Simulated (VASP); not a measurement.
Band structure of SnSe₂ (1T layered). Level of theory: vdW-DF-cx, VASP's PBE PAW potentials (set 64) (plane waves; VASP).

Unless said otherwise, spin-orbit coupling is left out, though it shifts the bands of the heavy elements here.

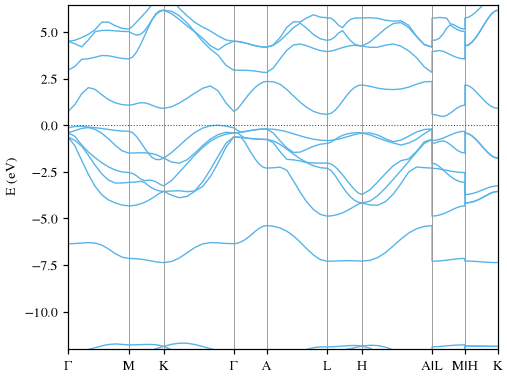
Figure: Bands along high-symmetry lines, zero at the valence-band maximum or, without a gap, the Fermi level

Question: Read the plot: is there a gap, and where are the band edges?

Answer: The gap is indirect, 0.47 eV, from the valence maximum at K-Γ at 0.78 to the conduction minimum at L-M at 0.33. (Edges off the drawn lines would not show.)

Measured: gap 0.98 eV (computed value off by -0.51 eV), as given by Joseph M. Gonzalez et al., Physical Review B (2016), arXiv:1609.04381.

The compound is SnSe2 in the 1T layered structure. It was relaxed first.
